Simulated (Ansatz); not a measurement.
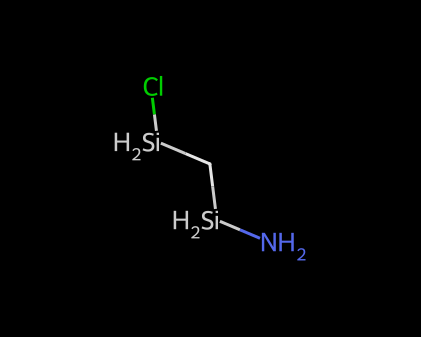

The geometry was computed by an optimisation with PBE0-D4/def2-TZVP. No frequency run is at hand to confirm it as a minimum. Program: Ansatz 0.2.0.

Tabulate dipole (D), HOMO–LUMO gap (eV) at these levels: B3LYP-D4/def2-TZVPP; PBE-D4/def2-TZVPP; r2SCAN-D4/def2-TZVPP; ωB97M-V/def2-TZVPP.

```json
{"level": "B3LYP-D4/def2-TZVPP", "dipole (D)": "2.84", "HOMO–LUMO gap (eV)": "7.32"}
{"level": "PBE-D4/def2-TZVPP", "dipole (D)": "2.84", "HOMO–LUMO gap (eV)": "5.53"}
{"level": "r2SCAN-D4/def2-TZVPP", "dipole (D)": "2.90", "HOMO–LUMO gap (eV)": "6.28"}
{"level": "ωB97M-V/def2-TZVPP", "dipole (D)": "2.86", "HOMO–LUMO gap (eV)": "11.71"}
```
